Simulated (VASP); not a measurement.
Band structure of BN (zinc blende). Computed with r2SCAN meta-GGA, VASP's PBE PAW potentials (set 64) (plane waves; VASP 6.6.1).

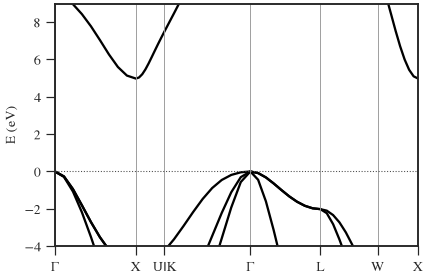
Figure: Bands along high-symmetry lines, zero at the valence-band maximum or, without a gap, the Fermi level

Problem. Read the plot: is there a gap, and where are the band edges?

Solution. The gap is indirect, 4.98 eV, from the valence maximum at Γ to the conduction minimum at X.

Measured: gap 6.20 eV at 300 K (computed value off by -1.22 eV), as given by arXiv:1206.3780.

The compound is BN in the zinc blende structure. It was relaxed first.
